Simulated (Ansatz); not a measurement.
# C$_{3}$H$_{11}$GaSi···H$_{2}$: what the fields show

Input file:

```
crystal:
  periodic: [false, false, false]
  atoms:
    - { symbol: Ga, position_ang: [0.0, 0.0, 0.0] }
    - { symbol: H, position_ang: [0.0, 0.0, 1.92] }
    - { symbol: C, position_ang: [1.7147, 0.0, -0.99] }
    - { symbol: H, position_ang: [2.0443, -1.0462, -1.1602] }
    - { symbol: H, position_ang: [1.5782, 0.508, -1.9674] }
    - { symbol: C, position_ang: [2.7685, 0.7369, -0.1795] }
    - { symbol: H, position_ang: [3.6923, 0.1238, -0.1284] }
    - { symbol: H, position_ang: [2.9965, 1.7088, -0.6648] }
    - { symbol: H, position_ang: [2.3873, 0.9171, 0.8472] }
    - { symbol: C, position_ang: [-1.7147, 0.0, -0.99] }
    - { symbol: H, position_ang: [-2.2748, -0.9305, -0.7608] }
    - { symbol: H, position_ang: [-2.3188, 0.8797, -0.6846] }
    - { symbol: H, position_ang: [-1.513, 0.0508, -2.0803] }
    - { symbol: Si, position_ang: [0.1099, -2.4934, 0.8293] }
    - { symbol: H, position_ang: [-0.68, -3.3385, -0.0614] }
    - { symbol: H, position_ang: [1.4976, -2.9474, 0.826] }
    - { symbol: H, position_ang: [-0.4266, -2.5804, 2.1843] }
    - { symbol: H, position_ang: [0.043, -0.9746, 1.9843] }
basis:
  gaussian: { orbitals: def2-SVP }
hamiltonian:
  xc: pbe
relax:
  f_tol: 0.15
  max_steps: 25
  restrain:
    - { distance: [0, 13], at: 2.33, k: 30.0 }
    - { distance: [17, 1], at: 0.66, k: 30.0 }
    - { distance: [0, 1], at: 2.77, k: 30.0 }
    - { distance: [17, 13], at: 2.66, k: 30.0 }
output:
  orbitals: {}
```

Command:

```sh
ansatz run input.yaml --threads 4 --pin off --max-ram 5120MiB --backend cpu --events-out ev --progress --plain --runs-dir out
```

The fields are those of the run's last geometry, not of the input's.

Not at a stationary point (largest force 1.9 eV/Å).

Theory: RKS PBE/def2-SVP (Ansatz).

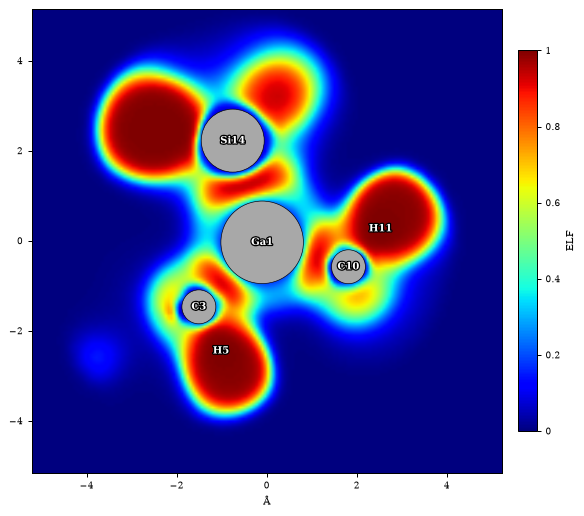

Figure 1. Electron localisation function on the plane of atoms C3, Ga1 and C10. Grey discs cover the atomic cores.

> What do the fields say about this system?

- The plane passes through Ga, C, H and Si nuclei.
- C–Ga (1.99 Å): the ELF peaks at about 0.90 in the valence shell of C, 0.7 Å from its nucleus, and is about 0.55 at the midpoint.
- Ga–Si (2.35 Å): the ELF peaks at about 0.95 between the atoms: localised, covalent bonding.
- C–H (1.11 Å): the ELF climbs to about 1 towards the hydrogen, as it does in any bond to H: an ordinary covalent bond to hydrogen.

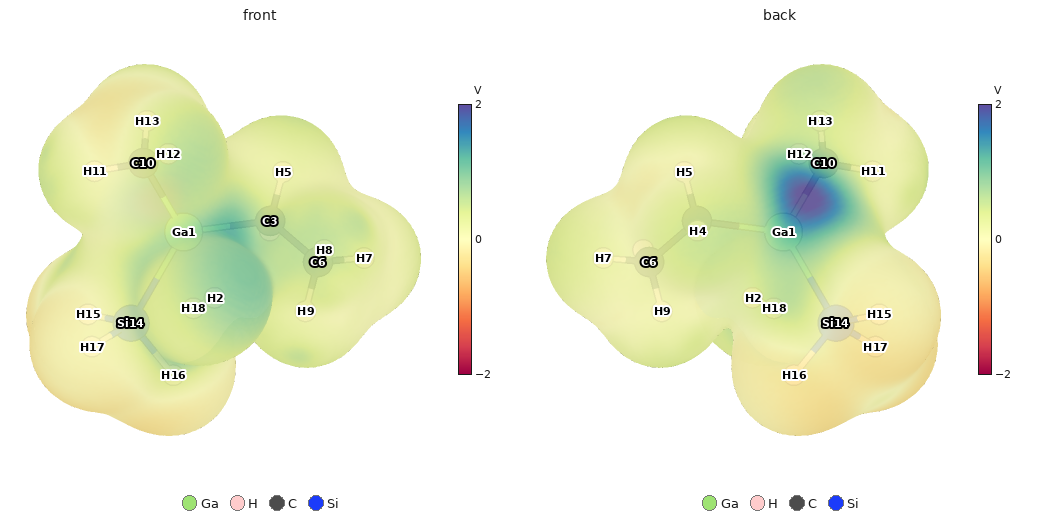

Figure 2. The electrostatic potential painted on the density surface at 0.002 e/bohr³, seen from the front and from behind; the colour scale runs from red (negative) to blue (positive).

> Where is the surface potential most negative and most positive?

The most negative region (about −0.3 V, or −7 kcal/mol for a unit charge) lies over H15, H16 and H17, the most positive (about +1.9 V, or +44 kcal/mol for a unit charge) over Ga1.

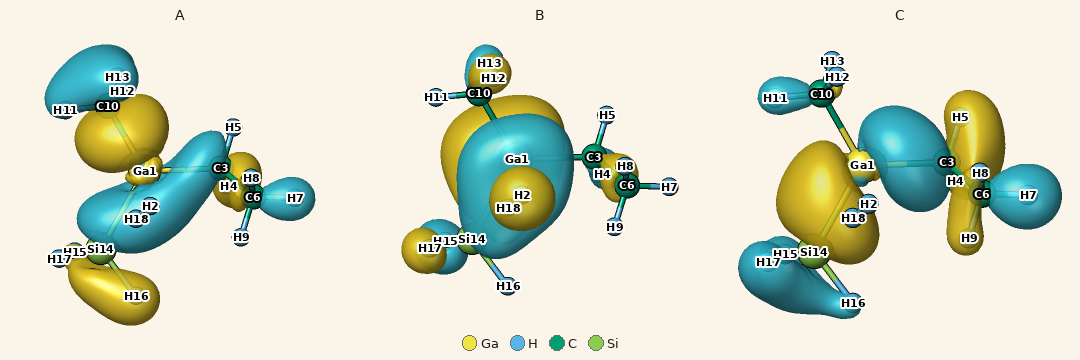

Figure 3. Three frontier orbitals at ±0.08 Å⁻³ᐟ² (yellow and cyan are the two phases), in no order.

> Which picture is the HOMO−1, the HOMO and the LUMO?

A is the HOMO−1 (−6.19 eV). It lies mainly on C10 (about 35 %), Ga1 (about 25 %), Si14 (about 15 %) and C3 (about 10 %). C is the HOMO (−5.84 eV). Its weight (Hirshfeld) is mainly on C3 (about 30 %), Ga1 (about 25 %) and Si14 (about 20 %). B is the LUMO (−1.86 eV). It lies mainly on Ga1 (about 50 %) and Si14 (about 15 %).

> What is the HOMO–LUMO gap?

3.98 eV between the orbital energies.
